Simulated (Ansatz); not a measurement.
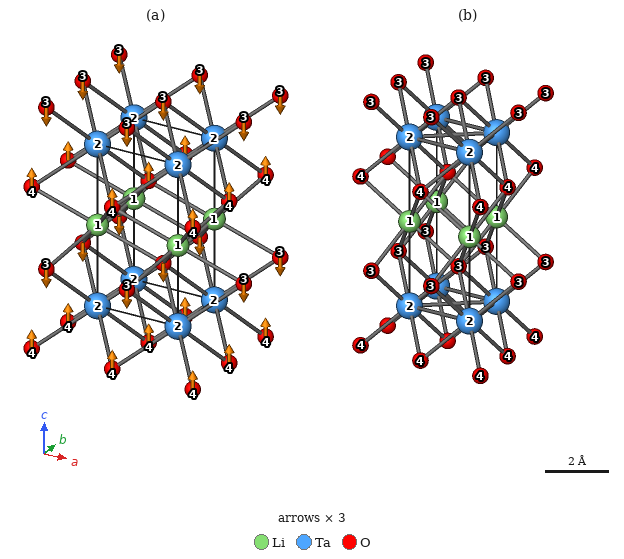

The structure of a crystal of LiTaO2 (a generated structure, set up in P-3m1) (coarse preliminary run) before (left) and after (right) a relaxation, at one scale. The orange arrows give the displacements (the part carried along by the change of the cell is left out), magnified 3 times.

The picture is a ball-and-stick view of the cell of the calculation, seen from a free direction.

All numbers below come from Ansatz, DFT PBE, scalar-relativistic, plane waves, PAW.

The input:
```yaml
crystal:
  lattice:
    - [3.83544862, 0.0, 0.0]
    - [-1.91772431, 3.32159594, 0.0]
    - [0.0, 0.0, 5.32745361]
  atoms:
    - { symbol: Li, position: [0.0, 0.0, 0.5] }
    - { symbol: Ta, position: [0.0, 0.0, 0.0] }
    - { symbol: O, position: [0.66666667, 0.33333333, 0.29352237] }
    - { symbol: O, position: [0.33333333, 0.66666667, 0.70647763] }
basis:
  ecutwfc: 420
kpoints:
  mp_grid: { grid: [6, 6, 4] }
hamiltonian:
  xc: pbe
scf:
  occupations: { method: gaussian, width: 0.1 }
  lower_state_search: "off"
output:
  forces: true
  stress: true
  eigenvalues: true
relax:
  adjacent_minimum: "off"
  f_tol: 0.04
  max_steps: 70
  cell: { stress_tol: 0.4 }
```

Run as
```bash
ansatz run input.yaml --threads 1 --pin off --max-ram 2048MiB --backend cpu --events-out ev --progress --plain --runs-dir out
```

> What changed between the two?

The largest moves relative to the cell, 0.21 Å, are those of O3 and O4. O3 goes along −c. Li and Ta stay in place. The volume changes by −42.1 %, with a = b 3.835 → 2.857 Å (−25.5 %), c 5.327 → 5.563 Å (+4.4 %). Among the contacts that change: Ta2–Ta2 3.835 → 2.857 Å, Ta2–O3 2.711 → 2.176 Å, Li1–O3 2.473 → 2.139 Å, Li1–Ta2 2.664 → 2.781 Å. Bond angles that change, for instance: O3–Ta2–O4 89.9° → 97.9°, Ta2–O4–Ta2 90.1° → 82.1°, O3–Ta2–O3 90.1° → 82.1°. The space group stays P-3m1 (No. 164). Over 10 accepted moves (12 points after the start) the energy falls by 1948 meV per atom. The largest force component goes from 3.3 to 0.00011 eV/Å. The pressure goes from −31.45 to −0.02 GPa. At 2 points the geometry stayed and the basis and grid were re-selected for the new cell (energy shift of 2.3 meV per atom at most each time).
